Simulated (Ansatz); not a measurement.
```xyz
7

H     0.3262   -0.8597    1.1573
B    -0.3256    0.1492   -0.9477
N     0.2289    0.0291    0.6351
H     0.5034   -0.2868   -1.7047
H    -1.4991   -0.1175   -0.9890
H    -0.3849    0.6192    1.1979
H     1.1512    0.4664    0.6513
```

Not at a stationary point (largest force 0.8 eV/Å).

All numbers below come from Ansatz 0.2.0, UKS B3LYP-D4/def2-SVPD.

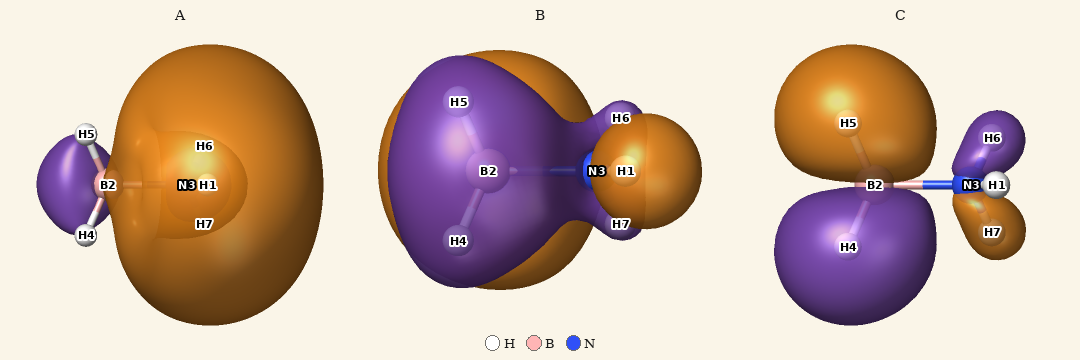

BH$_{5}$N (doublet). Three frontier orbitals at ±0.06 Å⁻³ᐟ² (orange and purple are the two phases), in no order.

Which picture is the HOMO−1, the HOMO and the LUMO? All are α orbitals.

Answer. C is the HOMO−1 (α) (−8.22 eV). By Hirshfeld shares it lies mainly on B2 (about 40 %), H4 (about 25 %) and H5 (about 25 %). B is the HOMO (α) (−3.60 eV). It lies mainly on B2 (about 70 %), N3 (about 5 %), H4 (about 5 %) and H5 (about 5 %). A is the LUMO (α) (−0.63 eV). It lies mainly on H1 (about 25 %), H6 (about 20 %), H7 (about 20 %), N3 (about 15 %) and B2 (about 15 %).

What is the gap between the highest occupied and lowest empty α orbitals?

Answer. 2.97 eV between the orbital energies.
